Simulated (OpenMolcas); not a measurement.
# UHF/STO-3G run of doublet BH2F+

Aim: the energy of doublet BH2F+. 

The calculation is run with OpenMolcas 26.06.

## 1. The molecule

BH2F+ has 4 atoms, charge +1, and is taken as a doublet. As SMILES of the parent species, `BF`. Geometry: relaxed at PBE0-D4/def2-TZVP. That shape belongs to the parent species and isn't relaxed for this state.

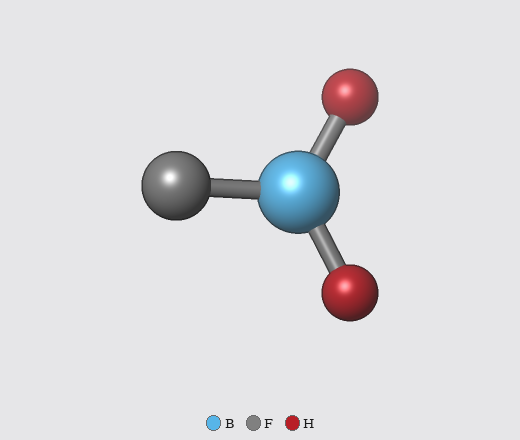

Viewed from a chosen angle; boron blue, fluorine grey, hydrogen red.

## 2. The energy at UHF/STO-3G

The input, input.xyz:

```xyz
4

B     -0.027300    -0.004000    -0.030800
F      1.061200    -0.296700     0.649900
H     -1.012500    -0.649100     0.186200
H      0.034200     0.889600    -0.825600
```

The input, step1.input:

```
* BFH2 Hartree-Fock
>>> EXPORT MOLCAS_PRINT=2
&gateway
baslib
$CurrDir
coord
input.xyz
basis
STO-3G
group
NoSym
&seward
&scf
uhf
charge
1
spin
2
scramble
0.25
prorbitals
1 1
```

The basis set STO-3G is read from a file made from the Basis Set Exchange's data (not shown).

The run is started by

```sh
$ export MOLCAS_MEM=1860
$ pymolcas step1.input > step1.log
```

What it wrote:

```text
--- Start Module: gateway ---
[...]
--- Stop Module: gateway /rc=_RC_ALL_IS_WELL_ ---
--- Start Module: seward ---
[...]
      Basis functions           12
--- Stop Module: seward /rc=_RC_ALL_IS_WELL_ ---
--- Start Module: scf ---
[...]
       Convergence after  23 Iterations
[...]
::    Total SCF energy                               -123.2372474462
[...]
      Total spin, S                                     0.5055900340
[...]
      Total electronic charge=   15.000000
      Total            charge=    1.000000
[...]
      Dipole Moment (debye):
      Origin of the operator (angstrom)=    0.5894   -0.1698    0.3549
                   X= -1.1811E+00               Y=  3.1767E-01               Z= -7.3866E-01           Total=  1.4288E+00
      Center of Charge (angstrom)
[...]
--- Stop Module: scf /rc=_RC_ALL_IS_WELL_ ---
[...]
```

Run time: 1.3 s. Hardware: 1 thread of Intel Xeon 6975P-C (Granite Rapids), shared host; peak memory 0.37 GiB.

## 3. Outcome

At UHF/STO-3G:

| quantity | value |
| --- | --- |
| total energy | -123.23725 Eh |
| HOMO energy (highest over α and β) | -22.25 eV |
| LUMO energy (lowest over α and β) | -8.15 eV |
| ⟨S²⟩ | 0.761 |
